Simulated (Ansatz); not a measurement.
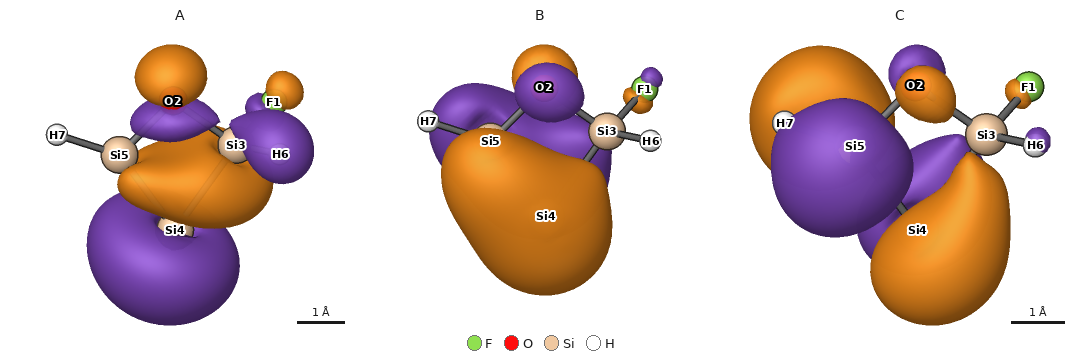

*FH2OSi3 (doublet). Three frontier orbitals at ±0.08 Å⁻³ᐟ² (orange and purple are the two phases), in no order.*

Geometry: r2SCAN-D4/def2-SVP.

Level of theory: Ansatz 0.2.0, isolated molecule in a Gaussian basis; Kohn-Sham density functional theory, functional PBE0.

```yaml
atoms:
  - { symbol: F, position_ang: [-1.9112, -1.2355, 0.6332] }
  - { symbol: O, position_ang: [-2.2254, 0.6153, -1.3104] }
  - { symbol: Si, position_ang: [-2.2850, -1.0787, -0.9406] }
  - { symbol: Si, position_ang: [-0.5274, -1.7596, -2.4779] }
  - { symbol: Si, position_ang: [-1.1293, 0.4431, -2.5664] }
  - { symbol: H, position_ang: [-3.6950, -1.5339, -1.0831] }
  - { symbol: H, position_ang: [-0.9698, 1.7570, -3.2676] }
```

Q: Order the three orbitals by energy and name them. All are α orbitals.

A: A is the HOMO−1 (α) (−7.04 eV). It lies mainly on Si4 (about 60 %), Si3 (about 15 %), O2 (about 10 %) and Si5 (about 10 %). B is the HOMO (α) (−6.58 eV). It lies mainly on Si4 (about 50 %), Si5 (about 35 %) and O2 (about 10 %); π-bonding across Si4–Si5. C is the LUMO (α) (−2.37 eV). Its weight (Hirshfeld) is mainly on Si5 (about 50 %), Si4 (about 35 %) and Si3 (about 5 %); π-antibonding (π*) across Si5–Si4.

Q: What is the gap between the highest occupied and lowest empty α orbitals?

A: 4.21 eV between the orbital energies.
